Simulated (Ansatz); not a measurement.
System (SMILES): N#[C] (C-N), doublet.
Atoms: C1, N2. Bonds: C1-N2.

Basis-set convergence of the optimised C1-N2 bond length at PBE with Ansatz (an electronic-structure program). All functions are spherical. The program fits the integrals of some runs and decomposes those of others, by size. Open shells are unrestricted. No added dispersion term, no relativity. Reference: the value in pcseg-4, 1.1733 Å. Deviations are taken from unrounded values.

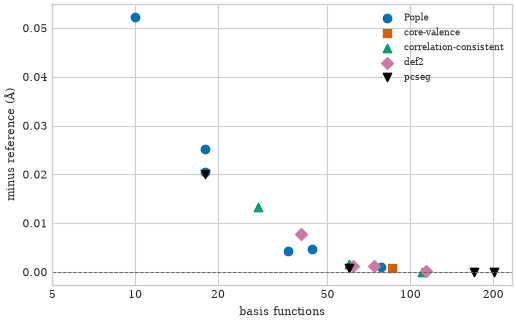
Deviation from the reference against the number of basis functions, by family of sets.

| basis | functions | optimised C1-N2 bond length (Å) | minus reference (Å) |
|---|---|---|---|
| STO-3G | 10 | 1.2256 | 0.0523 |
| 3-21G | 18 | 1.1937 | 0.0204 |
| 6-31G | 18 | 1.1985 | 0.0253 |
| pcseg-0 | 18 | 1.1934 | 0.0201 |
| cc-pVDZ | 28 | 1.1865 | 0.0132 |
| 6-311G** | 36 | 1.1776 | 0.0043 |
| def2-SVPD | 40 | 1.1810 | 0.0077 |
| 6-311+G** | 44 | 1.1779 | 0.0047 |
| cc-pVTZ | 60 | 1.1749 | 0.0016 |
| pcseg-2 | 60 | 1.1740 | 0.0007 |
| def2-TZVPP | 62 | 1.1745 | 0.0012 |
| def2-TZVPPD | 74 | 1.1744 | 0.0011 |
| 6-311++G(3df,3pd) | 78 | 1.1743 | 0.0010 |
| cc-pCVTZ | 86 | 1.1742 | 0.0009 |
| cc-pVQZ | 110 | 1.1733 | 0.0000 |
| def2-QZVPP | 114 | 1.1734 | 0.0001 |
| aug-pcseg-3 | 170 | 1.1733 | 0.0000 |
| pcseg-4 | 202 | 1.1733 | 0.0000 |
